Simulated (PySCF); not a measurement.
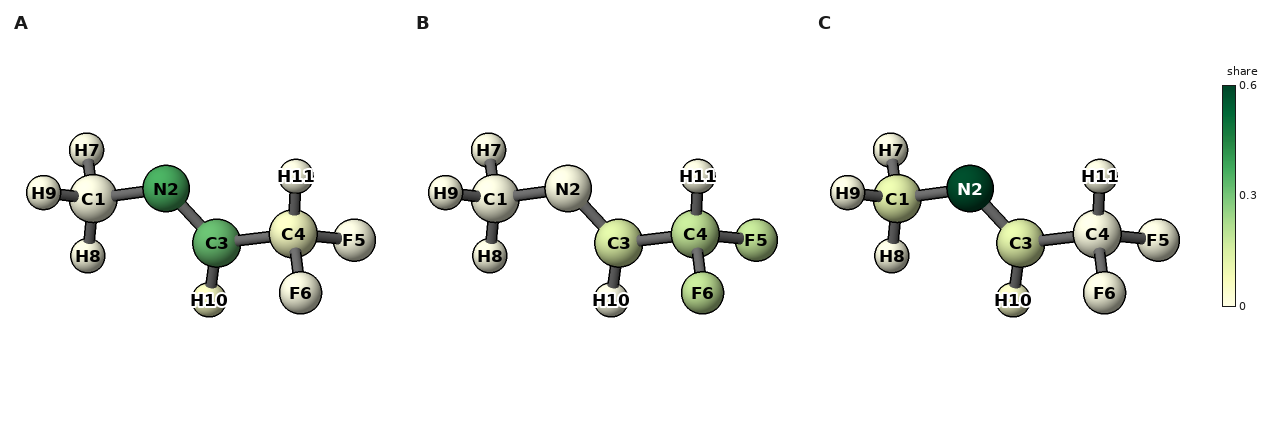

Each panel colours the atoms by their Löwdin share in one orbital (up to four of the largest shares; other atoms are shown as zero). The computed structure is the end point of a PBE0-D3(BJ)/def2-SVP optimisation. No frequency run is at hand to confirm it as a minimum. Computed with CAM-B3LYP/def2-SVPD in cyclohexane (IEF-PCM) (PySCF 2.14.0).

The panels show the HOMO−2, HOMO, LUMO, in some order. Which is which?

A: LUMO, 0.26 eV; N2 0.36, C3 0.32, H10 0.06, C4 0.06
B: HOMO−2, −11.52 eV; F5 0.18, F6 0.18, C4 0.18, C3 0.14
C: HOMO, −9.39 eV; N2 0.58, C3 0.12, C1 0.11, H10 0.05
